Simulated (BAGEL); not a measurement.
# CH2FNSi (SMILES FC1=N[SiH2]1), step by step

We compute a single-point energy (HF/cc-pVDZ), then a single-point energy (NEVPT2(2,2)/cc-pVDZ), then a single-point energy (CASPT2(2,2)/cc-pVDZ) of CH2FNSi. 

The results are computed with BAGEL 1.2.2.

2 further runs of the same task are left out: 2 set aside as unsound or not needed.

## 1. The system as given

The species is CH2FNSi (6 atoms), meant as a singlet with charge 0. As SMILES, `FC1=N[SiH2]1`. The F1–C2 distance was set to 3.678 Å, away from the relaxed value. At this shape a bond of the SMILES string is far longer than usual.

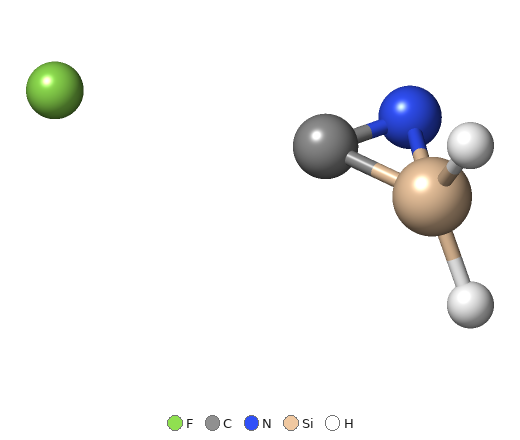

Viewed from a chosen angle; fluorine green, carbon grey, nitrogen blue, silicon light orange, hydrogen white.

## 2. A single-point energy at HF/cc-pVDZ (density fitting with svp-jkfit) (run 1)

The input, input.json:

```json
{ "bagel" : [

{
  "title" : "molecule",
  "basis" : "cc-pvdz.json",
  "df_basis" : "svp-jkfit",
  "geometry" : [
    { "atom" : "F", "xyz" : [     5.78497512,    -5.73629578,     3.37073850 ] },
    { "atom" : "C", "xyz" : [     0.96942950,    -1.54088268,     0.63041264 ] },
    { "atom" : "N", "xyz" : [    -1.17937807,    -2.09929675,    -0.23527090 ] },
    { "atom" : "Si", "xyz" : [    -0.53743811,     1.23701472,    -0.44200694 ] },
    { "atom" : "H", "xyz" : [     0.00321253,     2.34968546,    -2.94324844 ] },
    { "atom" : "H", "xyz" : [    -1.86572660,     2.97197228,     1.29370650 ] }
  ]
},

{ "title" : "hf" },

{ "title" : "print", "file" : "orbitals.molden", "orbitals" : true }

]}
```

The basis set cc-pVDZ is read from a file made from the Basis Set Exchange's data (not shown).

Started as:

```sh
$ BAGEL_NUM_THREADS=1 BAGEL input.json > input.out
```

The program printed:

```text
* using 1 threads per process

  ===============================================================
  ===============================================================

  *** Geometry ***

  { "atom" : "F", "xyz" : [      5.784975,     -5.736296,      3.370738 ] },
  { "atom" : "C", "xyz" : [      0.969430,     -1.540883,      0.630413 ] },
  { "atom" : "N", "xyz" : [     -1.179378,     -2.099297,     -0.235271 ] },
  { "atom" : "Si", "xyz" : [     -0.537438,      1.237015,     -0.442007 ] },
  { "atom" : "H", "xyz" : [      0.003213,      2.349685,     -2.943248 ] },
  { "atom" : "H", "xyz" : [     -1.865727,      2.971972,      1.293707 ] },

  Number of auxiliary basis functions:      393

  Since a DF basis is specified, we compute 2- and 3-index integrals:
    o Being stored without compression. Storage requirement is 0.015 GB

  Number of basis functions:       70
  Number of electrons      :       38

    * METHOD: MOLECULE                             0.14

  *** RHF ***

  === Nuclear Repulsion ===
   115.6832814146

      * DIIS with orbital gradients will be used.

  === RHF iteration (cc-pvdz.json) ===
      0       -481.22960580          0.01766355           0.04
      1       -475.40895477          0.09447604           0.03
      2       -480.53492573          0.02362664           0.04
      3       -481.43002108          0.00902901           0.03
      4       -481.47452996          0.00520038           0.04
      5       -481.49230530          0.00272490           0.04
      6       -481.50040371          0.00151517           0.04
      7       -481.50507767          0.00114478           0.04
      8       -481.50878356          0.00130108           0.04
      9       -481.51070975          0.00097838           0.04
     10       -481.51345216          0.00076583           0.03
     11       -481.51490593          0.00034425           0.04
     12       -481.51495520          0.00018975           0.04
     13       -481.51503416          0.00005805           0.04
     14       -481.51503939          0.00003222           0.04
     15       -481.51504183          0.00001827           0.04
     16       -481.51504278          0.00000714           0.03
     17       -481.51504302          0.00000592           0.04
     18       -481.51504333          0.00000508           0.04
     19       -481.51504356          0.00000388           0.03
     20       -481.51504383          0.00000264           0.03
     21       -481.51504390          0.00000165           0.04
     22       -481.51504393          0.00000104           0.04
     23       -481.51504394          0.00000047           0.03
     24       -481.51504394          0.00000027           0.04
     25       -481.51504394          0.00000021           0.04
     26       -481.51504394          0.00000011           0.04
     27       -481.51504394          0.00000009           0.04
     28       -481.51504394          0.00000005           0.04
     29       -481.51504394          0.00000004           0.04
     30       -481.51504394          0.00000003           0.04
     31       -481.51504394          0.00000002           0.04
     32       -481.51504394          0.00000001           0.04
     33       -481.51504394          0.00000001           0.04
    * SCF iteration converged.

    * Permanent dipole moment:
           (    4.012032,    -4.727679,     2.463891) a.u.

    * METHOD: HF                                   1.34

    * METHOD: PRINT                                0.01

  ===============================================================
```

Wall time 1.6 s (1 thread of Arm Neoverse V1, shared host); peak memory 0.14 GiB.

## 3. The energy at NEVPT2(2,2)/cc-pVDZ (density fitting with svp-jkfit) (run 2)

The input, calc.json:

```json
{ "bagel": [

{
  "title": "molecule",
  "basis": "cc-pvdz.json",
  "df_basis": "svp-jkfit",
  "angstrom": false,
  "geometry": [
    { "atom": "F", "xyz": [     5.78497512,    -5.73629578,     3.37073850 ] },
    { "atom": "C", "xyz": [     0.96942950,    -1.54088268,     0.63041264 ] },
    { "atom": "N", "xyz": [    -1.17937807,    -2.09929675,    -0.23527090 ] },
    { "atom": "Si", "xyz": [    -0.53743811,     1.23701472,    -0.44200694 ] },
    { "atom": "H", "xyz": [     0.00321253,     2.34968546,    -2.94324844 ] },
    { "atom": "H", "xyz": [    -1.86572660,     2.97197228,     1.29370650 ] }
  ]
},

{ "title": "hf" },

{
  "title": "nevpt2",
  "nstate": 1,
  "nact": 2,
  "nclosed": 18,
  "nspin": 0,
  "active": [19, 20],
  "maxiter": 200,
  "natocc": true,
  "ncore": 8
},

{ "title": "print", "file": "orbitals.molden", "orbitals": true }

]}
```

The basis set cc-pVDZ is read from a file made from the Basis Set Exchange's data (not shown).

Started as:

```sh
$ BAGEL_NUM_THREADS=1 BAGEL calc.json > calc.out
```

The program printed:

```text
* using 1 threads per process

  ===============================================================
  ===============================================================

  *** Geometry ***

  { "atom" : "F", "xyz" : [      5.784975,     -5.736296,      3.370738 ] },
  { "atom" : "C", "xyz" : [      0.969430,     -1.540883,      0.630413 ] },
  { "atom" : "N", "xyz" : [     -1.179378,     -2.099297,     -0.235271 ] },
  { "atom" : "Si", "xyz" : [     -0.537438,      1.237015,     -0.442007 ] },
  { "atom" : "H", "xyz" : [      0.003213,      2.349685,     -2.943248 ] },
  { "atom" : "H", "xyz" : [     -1.865727,      2.971972,      1.293707 ] },

  Number of auxiliary basis functions:      393

  Since a DF basis is specified, we compute 2- and 3-index integrals:
    o Being stored without compression. Storage requirement is 0.015 GB

  Number of basis functions:       70
  Number of electrons      :       38

    * METHOD: MOLECULE                             0.14

  *** RHF ***

  === Nuclear Repulsion ===
   115.6832814146

      * DIIS with orbital gradients will be used.

  === RHF iteration (cc-pvdz.json) ===
      0       -481.22960580          0.01766355           0.04
      1       -475.40895477          0.09447604           0.03
      2       -480.53492573          0.02362664           0.04
      3       -481.43002108          0.00902901           0.04
      4       -481.47452996          0.00520038           0.04
      5       -481.49230530          0.00272490           0.04
      6       -481.50040371          0.00151517           0.03
      7       -481.50507767          0.00114478           0.04
      8       -481.50878356          0.00130108           0.04
      9       -481.51070975          0.00097838           0.04
     10       -481.51345216          0.00076583           0.04
     11       -481.51490593          0.00034425           0.04
     12       -481.51495520          0.00018975           0.04
     13       -481.51503416          0.00005805           0.04
     14       -481.51503939          0.00003222           0.04
     15       -481.51504183          0.00001827           0.04
     16       -481.51504278          0.00000714           0.04
     17       -481.51504302          0.00000592           0.04
     18       -481.51504333          0.00000508           0.04
     19       -481.51504356          0.00000388           0.04
     20       -481.51504383          0.00000264           0.04
     21       -481.51504390          0.00000165           0.04
     22       -481.51504393          0.00000104           0.04
     23       -481.51504394          0.00000047           0.04
     24       -481.51504394          0.00000027           0.04
     25       -481.51504394          0.00000021           0.04
     26       -481.51504394          0.00000011           0.03
     27       -481.51504394          0.00000009           0.03
     28       -481.51504394          0.00000005           0.03
     29       -481.51504394          0.00000004           0.04
     30       -481.51504394          0.00000003           0.04
     31       -481.51504394          0.00000002           0.04
     32       -481.51504394          0.00000001           0.04
     33       -481.51504394          0.00000001           0.03
    * SCF iteration converged.

    * Permanent dipole moment:
           (    4.012032,    -4.727679,     2.463891) a.u.

    * METHOD: HF                                   1.36

    * freezing 8 orbitals
  ---------------------------
      CASSCF calculation
  ---------------------------

    ==== Active orbitals : =====
         Orbital 19
         Orbital 20
    ============================

    * nstate   :      1
    * nclosed  :     18
    * nact     :      2
    * nvirt    :     50
  === CASSCF iteration (cc-pvdz.json) ===

    * Using the second-order algorithm

      0  0      -481.60655055     3.27e-02      0.01

      1  0      -481.67590874     1.50e-03      0.25

      2  0      -481.67664091     1.57e-04      0.31

      3  0      -481.67664590     3.55e-05      0.33

      4  0      -481.67664612     8.03e-06      0.34

      5  0      -481.67664613     1.82e-06      0.34

      6  0      -481.67664613     4.12e-07      0.32

      7  0      -481.67664613     9.34e-08      0.22

      8  0      -481.67664613     2.12e-08      0.20

      9  0      -481.67664613     4.79e-09      0.18

    * Second-order optimization converged. *

     guess   0:   closed 1.                   open ..

  === FCI iteration ===

      0  0      -481.43116231     1.47e-01      0.00
      1  0      -481.64164917     5.32e-02      0.00
      2  0 *    -481.67664613     1.44e-16      0.00

     * ci vector, state   0, <S^2> = 0.0000
       2.     0.7304393587
       .2    -0.6829775569

  === DF-NEVPT2 calculation ===

    * 3-index integral transformation done
    * assembly done

      NEVPT2 correlation energy:   -0.5200949672      0.10

          (+0)     -0.3862973703
          (+0)'    -0.0182484669
          (+1)     -0.0387159345
          (+1)'    -0.0000000000
          (+2)     -0.0000269009
          (-1)     -0.0767889376
          (-1)'     0.0000000000
          (-2)     -0.0000173571

      NEVPT2 total energy:       -482.1967411007

    * METHOD: NEVPT2                               2.76

    * METHOD: PRINT                                0.01

  ===============================================================
```

It took 4.5 s on 1 thread of Arm Neoverse V1, shared host; peak memory 0.14 GiB.

## 4. A single-point energy at CASPT2(2,2)/cc-pVDZ (density fitting with svp-jkfit) (run 3)

The input, job.json:

```json
{ "bagel": [

{
  "title": "molecule",
  "basis": "cc-pvdz.json",
  "df_basis": "svp-jkfit",
  "geometry": [
    { "atom": "F", "xyz": [  5.78497512, -5.73629578,  3.37073850 ] },
    { "atom": "C", "xyz": [  0.96942950, -1.54088268,  0.63041264 ] },
    { "atom": "N", "xyz": [ -1.17937807, -2.09929675, -0.23527090 ] },
    { "atom": "Si", "xyz": [ -0.53743811,  1.23701472, -0.44200694 ] },
    { "atom": "H", "xyz": [  0.00321253,  2.34968546, -2.94324844 ] },
    { "atom": "H", "xyz": [ -1.86572660,  2.97197228,  1.29370650 ] }
  ]
},
{ "title": "hf" },
{ "title": "casscf", "nstate": 1, "nact": 2, "nclosed": 18, "active": [19, 20], "maxiter": 200, "natocc": "true" },
{ "title": "print", "file": "orbitals.molden", "orbitals": "true" },
{ "title": "smith", "method": "caspt2", "ms": "true", "xms": "true", "sssr": "true", "shift": 0.2, "shift_imag": "true", "ncore": 8 }

]}
```

The basis set cc-pVDZ is read from a file made from the Basis Set Exchange's data (not shown).

Started as:

```sh
$ BAGEL_NUM_THREADS=1 BAGEL job.json > job.out
```

The program printed:

```text
* using 1 threads per process

  ===============================================================
  ===============================================================

  *** Geometry ***

  { "atom" : "F", "xyz" : [      5.784975,     -5.736296,      3.370738 ] },
  { "atom" : "C", "xyz" : [      0.969430,     -1.540883,      0.630413 ] },
  { "atom" : "N", "xyz" : [     -1.179378,     -2.099297,     -0.235271 ] },
  { "atom" : "Si", "xyz" : [     -0.537438,      1.237015,     -0.442007 ] },
  { "atom" : "H", "xyz" : [      0.003213,      2.349685,     -2.943248 ] },
  { "atom" : "H", "xyz" : [     -1.865727,      2.971972,      1.293707 ] },

  Number of auxiliary basis functions:      393

  Since a DF basis is specified, we compute 2- and 3-index integrals:
    o Being stored without compression. Storage requirement is 0.015 GB

  Number of basis functions:       70
  Number of electrons      :       38

    * METHOD: MOLECULE                             0.14

  *** RHF ***

  === Nuclear Repulsion ===
   115.6832814146

      * DIIS with orbital gradients will be used.

  === RHF iteration (cc-pvdz.json) ===
      0       -481.22960580          0.01766355           0.04
      1       -475.40895477          0.09447604           0.03
      2       -480.53492573          0.02362664           0.03
      3       -481.43002108          0.00902901           0.03
      4       -481.47452996          0.00520038           0.03
      5       -481.49230530          0.00272490           0.03
      6       -481.50040371          0.00151517           0.03
      7       -481.50507767          0.00114478           0.04
      8       -481.50878356          0.00130108           0.03
      9       -481.51070975          0.00097838           0.04
     10       -481.51345216          0.00076583           0.04
     11       -481.51490593          0.00034425           0.04
     12       -481.51495520          0.00018975           0.04
     13       -481.51503416          0.00005805           0.03
     14       -481.51503939          0.00003222           0.03
     15       -481.51504183          0.00001827           0.03
     16       -481.51504278          0.00000714           0.04
     17       -481.51504302          0.00000592           0.03
     18       -481.51504333          0.00000508           0.03
     19       -481.51504356          0.00000388           0.03
     20       -481.51504383          0.00000264           0.03
     21       -481.51504390          0.00000165           0.03
     22       -481.51504393          0.00000104           0.03
     23       -481.51504394          0.00000047           0.03
     24       -481.51504394          0.00000027           0.03
     25       -481.51504394          0.00000021           0.03
     26       -481.51504394          0.00000011           0.03
     27       -481.51504394          0.00000009           0.03
     28       -481.51504394          0.00000005           0.04
     29       -481.51504394          0.00000004           0.03
     30       -481.51504394          0.00000003           0.03
     31       -481.51504394          0.00000002           0.03
     32       -481.51504394          0.00000001           0.03
     33       -481.51504394          0.00000001           0.03
    * SCF iteration converged.

    * Permanent dipole moment:
           (    4.012032,    -4.727679,     2.463891) a.u.

    * METHOD: HF                                   1.28

  ---------------------------
      CASSCF calculation
  ---------------------------

    ==== Active orbitals : =====
         Orbital 19
         Orbital 20
    ============================

    * nstate   :      1
    * nclosed  :     18
    * nact     :      2
    * nvirt    :     50
  === CASSCF iteration (cc-pvdz.json) ===

    * Using the second-order algorithm

      0  0      -481.60655055     3.27e-02      0.01

      1  0      -481.67590874     1.50e-03      0.24

      2  0      -481.67664091     1.57e-04      0.30

      3  0      -481.67664590     3.55e-05      0.31

      4  0      -481.67664612     8.03e-06      0.33

      5  0      -481.67664613     1.82e-06      0.33

      6  0      -481.67664613     4.12e-07      0.31

      7  0      -481.67664613     9.34e-08      0.22

      8  0      -481.67664613     2.12e-08      0.20

      9  0      -481.67664613     4.79e-09      0.17

    * Second-order optimization converged. *

     guess   0:   closed 1.                   open ..

  === FCI iteration ===

      0  0      -481.43116231     1.47e-01      0.00
      1  0      -481.64164917     5.32e-02      0.00
      2  0 *    -481.67664613     1.44e-16      0.00

     * ci vector, state   0, <S^2> = 0.0000
       2.     0.7304393587
       .2    -0.6829775569

    * METHOD: CASSCF                               2.51

    * METHOD: PRINT                                0.01

  === SMITH program ===

    * freezing 8 orbitals

    * Approximate memory requirement for SMITH calulation per MPI process:
      o Storage requirement for T-amplitude, lambda, and residual is 0.01 GB
      o Storage requirement for MO integrals is 0.00 GB
    * Calculating and saving rdm4f

    * Zeroth order energy : state  0       -0.4738627531

    * CASPT2 iteration is performed using orthogonal basis

      -------------------------------------------  CASPT2 iteration  ---------------------------------------------------
       #      aibj      arbs      arbi      airj      risj      airs      arst      rist         Etot      error   time
      ------------------------------------------------------------------------------------------------------------------

       0  -0.38388  -0.00002  -0.08323  -0.04205  -0.00005  -0.01779  -0.00000  -0.00000   -0.5270170  0.0007179   0.05
       1  -0.38389  -0.00002  -0.08329  -0.04206  -0.00005  -0.01787   0.00000   0.00000   -0.5271829  0.0000596   0.04
       2  -0.38389  -0.00002  -0.08329  -0.04206  -0.00005  -0.01787  -0.00000  -0.00000   -0.5271845  0.0000061   0.04
       3  -0.38389  -0.00002  -0.08329  -0.04206  -0.00005  -0.01787  -0.00000  -0.00000   -0.5271845  0.0000008   0.04

      ------------------------------------------------------------------------------------------------------------------

    * CASPT2 energy : state  0     -482.2075173803
        w/o shift correction       -482.2038306546
        reference weight              0.8410787424

    * METHOD: SMITH                                0.29

  ===============================================================
```

Wall time 4.5 s (1 thread of Arm Neoverse V1, shared host); peak memory 0.14 GiB.

## 5. Summary of results

```
                                quantity          value
         run 1, HF/cc-pVDZ: total energy  -481.51504 Eh
        run 1, HF/cc-pVDZ: dipole moment        16.96 D
          run 1, HF/cc-pVDZ: HOMO energy       -7.27 eV
          run 1, HF/cc-pVDZ: LUMO energy       -3.33 eV
        run 1, HF/cc-pVDZ: HOMO–LUMO gap        3.94 eV
run 2, NEVPT2(2,2)/cc-pVDZ: total energy  -482.19674 Eh
run 3, CASPT2(2,2)/cc-pVDZ: total energy  -482.20752 Eh
```

What this shows: One bond (run 1, HF/cc-pVDZ) is far stretched, which a spin-restricted single reference describes badly; a broken-symmetry solution may lie lower.
